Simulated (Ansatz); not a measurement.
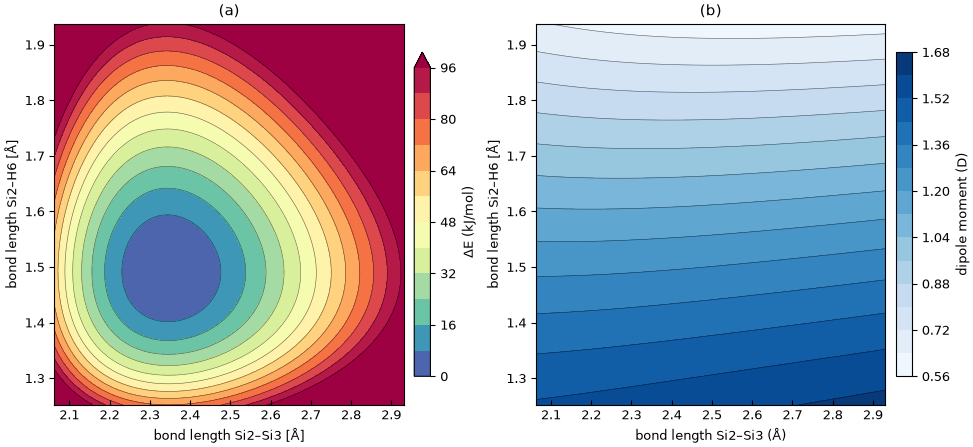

F₃H₃Si₂, SMILES F[SiH2][SiH](F)F. Coordinates scanned: (1) bond length Si2–Si3; (2) bond length Si2–H6. Nothing is relaxed (all other coordinates rigid). The scan uses a 15 × 15 grid. Points are written as (first, second). Energies are in kJ/mol, from the relaxed molecule at the same level. Method: RKS PBE0-D4/def2-SVP in Ansatz 0.2.0.

Panel (a) is the energy; panel (b) is the computed dipole moment, in D.

In the figure: filled contours, one colour for all values above the top of the scale. Between grid points the surface is interpolated.

**How does the dipole moment vary over the map, and what is it at the lowest grid point?**

Leaving out the highest fifth of the energies, it runs from 0.60 D at (2.497 Å, 1.938 Å) to 1.59 D at (2.621 Å, 1.252 Å). At the lowest grid point, (2.373 Å, 1.497 Å), it is 1.28 D.
